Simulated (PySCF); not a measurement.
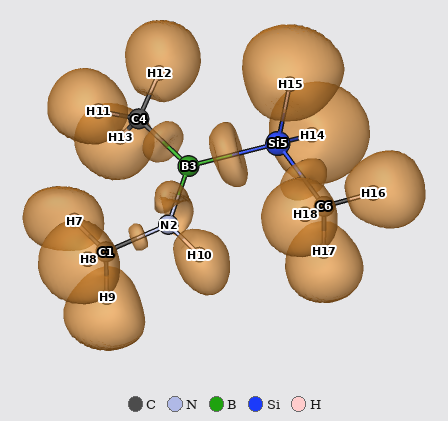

Figure 1: C3H12BNSi (SMILES CNB(C)[SiH2]C). Isosurface of the electron localisation function at 0.85 (orange), seen at a tilt. Only the valence region is drawn (cores and ρ < 0.01 e/Å³ removed).

Geometry: GFN2-xTB.

All numbers below come from PBE0/pcSseg-1, SCF density, gas phase, non-relativistic in PySCF.

The calculation's input:

```
{"job": {"kind": "nmr", "xc": "PBE0", "basis": "pcSseg-1"}, "charge": 0, "multiplicity": 1}
C     -2.353550    -0.832936    -0.419884
N     -0.922381    -0.620653    -0.435502
B     -0.203212     0.532900    -0.172737
C     -0.989198     1.864568     0.216905
Si     1.761024     0.492482    -0.298797
C      2.421439    -1.271422    -0.627766
H     -2.864134     0.111147    -0.252607
H     -2.634819    -1.529655     0.375788
H     -2.691178    -1.248712    -1.373138
H     -0.432477    -1.474319    -0.667670
H     -1.664767     1.710000     1.057893
H     -0.320158     2.677300     0.490778
H     -1.599817     2.223589    -0.611955
H      2.331618     1.327188    -1.379245
H      2.475009     0.957990     0.910606
H      3.505596    -1.289495    -0.668150
H      2.056768    -1.661369    -1.575032
H      2.115478    -1.962287     0.154097
```

Launched as:

```sh
OMP_NUM_THREADS=1 python probes_run.py task.json out
```

> Where are the electrons localised?

The surface consists of one region between bonded B–C atoms (shared pairs), one region between bonded B–N atoms (shared pairs), one region between bonded B–Si atoms (shared pairs), one region between bonded C–N atoms (shared pairs), one region between bonded C–Si atoms (shared pairs) and twelve regions around hydrogen nuclei.

Values along the shortest contacts:
B–N (1.38 Å): the ELF peaks at about 0.90 between the atoms: a polar covalent bond. C–N (1.45 Å): the ELF peaks at about 0.95 between the atoms: localised, covalent bonding.
